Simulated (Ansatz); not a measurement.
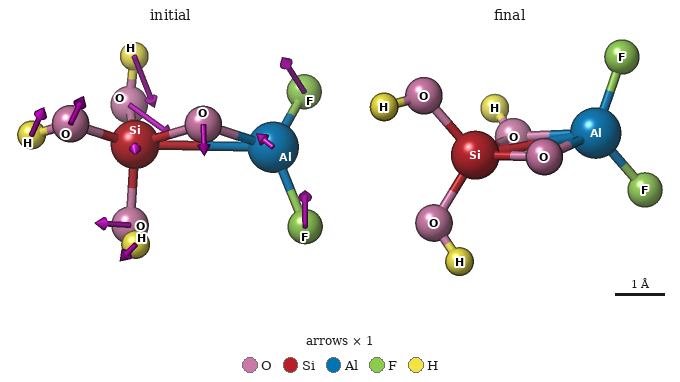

The structure of AlSiH₃O₄F₂ (coarse preliminary run) before (left) and after (right) a relaxation, at one scale. The purple arrows give the displacements, at their true length.

Style: ball-and-stick. Shown at a tilt.

The start comes from a force field.

Theory: RKS PBE-D4/def2-SVP (Ansatz 0.2.0).

The input:
```yaml
crystal:
  periodic: [false, false, false]
  atoms:
    - {symbol: O, position_ang: [0.369600, -0.989900, 1.495300]}
    - {symbol: Si, position_ang: [0.701000, -0.163100, 0.002100]}
    - {symbol: O, position_ang: [2.358900, 0.156400, -0.054000]}
    - {symbol: O, position_ang: [0.368600, -1.175000, -1.317700]}
    - {symbol: O, position_ang: [-0.140500, 1.329000, -0.135300]}
    - {symbol: Al, position_ang: [-1.943100, 0.967800, -0.068800]}
    - {symbol: F, position_ang: [-2.804300, 0.606000, -1.590700]}
    - {symbol: F, position_ang: [-2.762900, 0.888400, 1.506700]}
    - {symbol: H, position_ang: [0.577800, -0.276600, 2.227500]}
    - {symbol: H, position_ang: [2.817600, -0.736000, 0.056100]}
    - {symbol: H, position_ang: [0.522700, -0.663900, -2.100500]}
basis:
  gaussian: {orbitals: def2-SVP}
hamiltonian: {xc: pbe, dispersion: d4}
relax: {f_tol: 0.03, max_steps: 200}
```

Launched with:
```bash
ansatz run in.yaml --threads 4 --pin off --events-out ev --progress --plain --max-ram 11315MiB
```

Q: What changed between the two?

A: After 32 accepted moves (37 points after the start) the energy has fallen by 41.8 kcal/mol. Largest force component: 2.5 eV/Å at the start, 0.0081 eV/Å at the end. The line search rejected the trial steps at points 10, 12, 18, 26, 31 of the run. The forces were under the threshold at step 9, but the run went on from there. The atom that moves furthest after the best rigid fit is H9 (1.35 Å). By element the largest moves are H 1.35 Å, F 1.27 Å, O 1.16 Å, Al 0.50 Å, Si 0.33 Å. Near-neighbour distances that change, for instance: O1–Al6 3.410 → 1.958 Å, Si2–Al6 2.877 → 2.611 Å, Al6–F7 1.786 → 1.674 Å, Al6–F8 1.778 → 1.674 Å. Bond angles that change, for instance: O1–Si2–Al6 91.9° → 48.6°, O4–Si2–Al6 92.0° → 130.1°, O3–Si2–Al6 145.8° → 121.3°. The run took 33 s on 4 threads of Intel Xeon 6975P-C, on a shared host.
